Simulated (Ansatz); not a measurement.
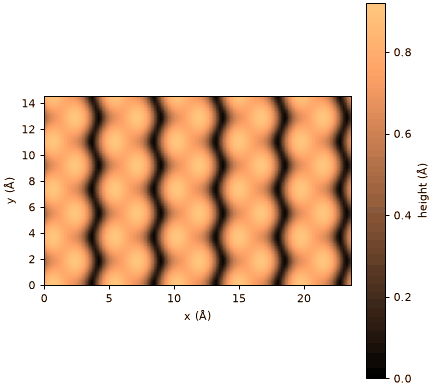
Fig. 1. Simulated constant-current image at -0.9 V from a Fermi level inside the gap (filled states down to 0.4 eV under the valence edge)

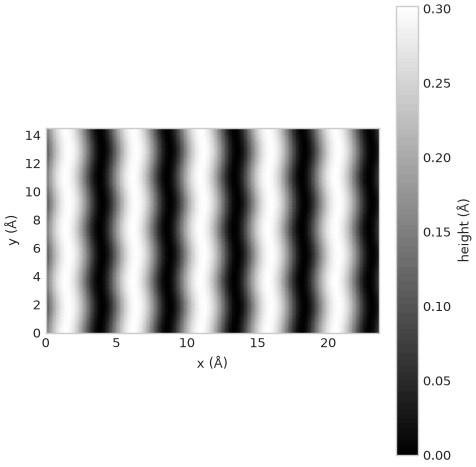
*Simulated constant-current image at +0.8 V from a Fermi level inside the gap (empty states up to 0.4 eV over the conduction edge)*

Level of theory: PBE, Tersoff-Hamann images (plane waves, PAW; Ansatz, an electronic-structure program).

Mesh 12×14×1, no spin-orbit coupling, no spin polarisation; biases count from the run's Fermi level. The set point is the mean density 3.5 Å over the top atom.

The sample is: single layer of As (symmetry Pmna as a slab, 4 atoms a cell). Atoms are numbered in the order of this list of the upper atoms (x, y, depth in Å): As1 (0.0, 0.0, 2.4); As2 (0.7, 0.0, 0.0); As3 (3.1, 1.8, 2.4); As4 (2.4, 1.8, 0.0).

Which sites are bright, and how large is the corrugation?

At -0.9 V the maximum lies over As2 and the sites alike, corrugation about 0.92 Å. At +0.8 V the maximum lies off the atoms, 0.9 Å sideways from As4, corrugation about 0.30 Å.
